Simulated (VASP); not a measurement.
Band structure of CsCdF3 (space group Pm-3m). Method: PBEsol GGA, VASP's PBE PAW potentials (set 64) (plane waves; VASP 6.6.1).

Unless said otherwise, spin-orbit coupling is left out, though it shifts the bands of the heavy elements here.

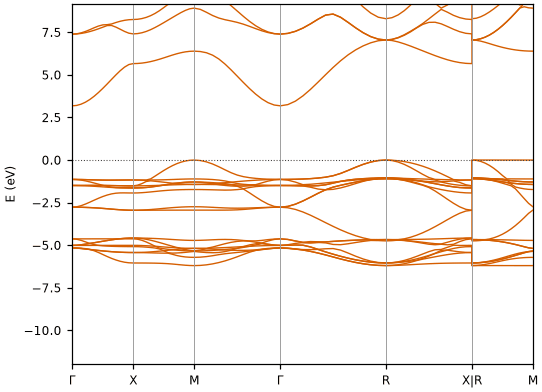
Figure. Bands along high-symmetry lines, zero at the valence-band maximum or, without a gap, the Fermi level

### Question
Read the plot: is there a gap, and where are the band edges?

### Answer
The gap is indirect, 3.18 eV, from the valence maximum at R to the conduction minimum at Γ. (Edges off the drawn lines would not show.)

The structure comes from a computed database's CsCdF3 entry (Pm-3m); how it stands against other phases isn't given here. It was relaxed first.
